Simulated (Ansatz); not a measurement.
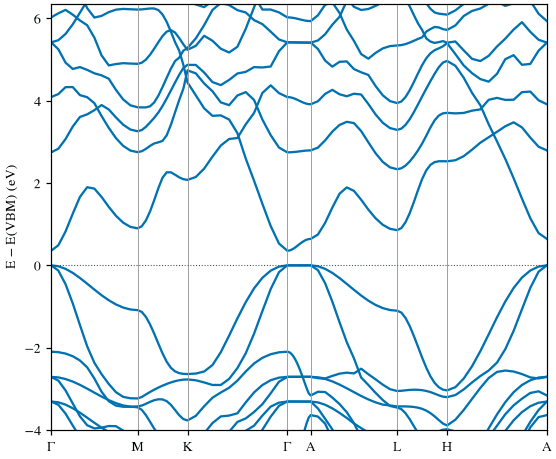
Figure. Band structure from PBE (plane waves, PAW; program Ansatz)

### Question
Read off the gap and where the band edges lie.

### Answer
About 0.4 eV (0.35 eV by a search for the band edges); maximum on the Γ–A line, 65 % of the way from Γ, minimum at Γ.

The material is Al3SiCN3 in space group P3m1 (No. 156; Pearson symbol hP8).

The start of the workflow was typed in or built on a structure type; neither database checked (COD, Materials Project) lists it. Whether it is the stable phase at ambient conditions was not checked. Symmetry was held in the PBE relaxation; whether a distortion lowers the energy is not shown.

Potentials: the earlier of the program's two PAW sets.
